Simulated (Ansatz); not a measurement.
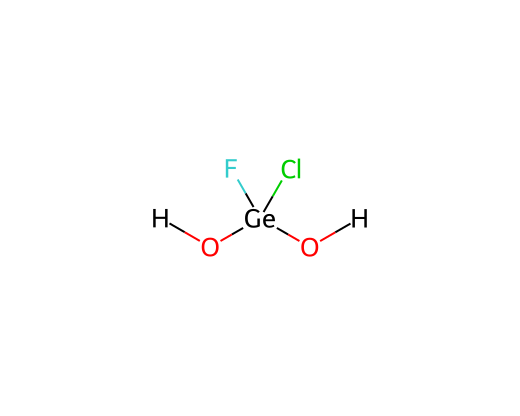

The picture comes from a calculation with Ansatz.

2D structure.

Transcribe the drawing into SMILES.

Answer. [OH][Ge]([OH])([F])[Cl]

What is the molecular formula?

Answer. ClFGeH2O2.

An optimisation with PBE0-D4/def2-TZVP gave a structure of which point group?

Answer. C1.
